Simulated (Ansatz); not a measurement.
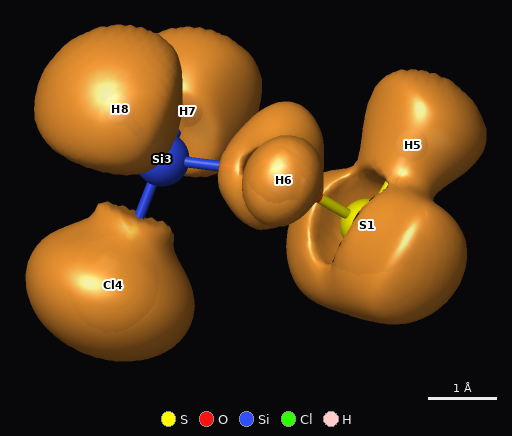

Figure. ClH4OSSi (charge +1). Isosurface of the ELF at 0.75 (orange), seen from one side. Core shells and regions of very low density are left out.

Computed with RKS PBE/def2-SVP (Ansatz 0.2.0).

Input file:

```
crystal:
  periodic: [false, false, false]
  atoms:
    - { symbol: S, position_ang: [-0.22434, 1.01488, -1.76507] }
    - { symbol: O, position_ang: [0.49821, 0.54685, -0.25049] }
    - { symbol: Si, position_ang: [-0.20015, -0.94351, 0.86102] }
    - { symbol: Cl, position_ang: [-0.03058, -2.54999, -0.23177] }
    - { symbol: H, position_ang: [-0.77693, 2.14431, -1.28642] }
    - { symbol: H, position_ang: [1.44616, 0.76016, -0.23613] }
    - { symbol: H, position_ang: [-1.50424, -0.32808, 1.02728] }
    - { symbol: H, position_ang: [0.79188, -0.64463, 1.88159] }
total_charge: 1
basis:
  gaussian: { orbitals: def2-SVP }
hamiltonian:
  xc: pbe
relax:
  f_tol: 0.02
  max_steps: 50
output:
  orbitals: {}
```

Run with:

```sh
ansatz run input.yaml --threads 2 --pin off --max-ram 3072MiB --backend cpu --events-out ev --progress --plain --runs-dir out
```

The fields are those of the relaxed geometry.

> Describe the localisation domains.

The surface consists of two regions around hydrogen nuclei, one region on Cl in which the atom's valence shell and bonds are merged, one joined region spread over several atoms (H, O), in which their bonds and any lone pairs are merged and one joined region spread over several atoms (H, S), in which their bonds and any lone pairs are merged. Profiles from the grid: S–O (1.78 Å): the ELF peaks at about 0.85 between the atoms; a polar covalent bond. Si–O (1.86 Å): the ELF peaks at about 0.90 between the atoms; a polar covalent bond.
